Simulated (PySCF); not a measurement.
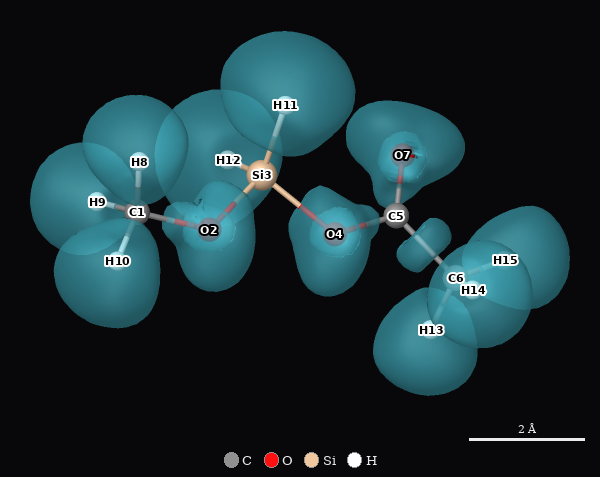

The picture shows: C₃H₈O₃Si (SMILES CO[SiH2]OC(C)=O). Isosurface of the electron localisation function at 0.75 (cyan), seen at a tilt. Core shells and regions of very low density are left out.

Geometry: GFN2-xTB.

Theory: PBE0/pcSseg-1, SCF density, gas phase, non-relativistic in PySCF 2.14.0.

```xyz
15

C    -3.0562    0.1854   -0.6243
O    -1.6657    0.2349   -0.5640
Si   -0.7390   -0.3304    0.6275
O     0.7152    0.0925   -0.0235
C     1.8553   -0.1642    0.5975
C     3.0528    0.3085   -0.1795
O     1.9023   -0.7158    1.6640
H    -3.4091   -0.8476   -0.5969
H    -3.5003    0.7229    0.2161
H    -3.3717    0.6506   -1.5582
H    -0.8311   -1.7788    0.7748
H    -0.9559    0.3681    1.8897
H     2.9714    1.3803   -0.3436
H     3.0636   -0.1795   -1.1513
H     3.9640    0.0811    0.3647
```

Question: Identify the bonds, lone pairs and shells in this picture.

Answer: At this value the surface marks out one region between bonded C–C atoms (shared pairs), eight regions around hydrogen nuclei and three regions on O in which the atom's valence shell and bonds are merged. Profiles from the grid: C–O (1.20 Å): the ELF peaks at about 0.85 between the atoms; a short, multiple covalent bond. C–C (1.50 Å): the ELF peaks at about 0.95 between the atoms; a covalent bond.
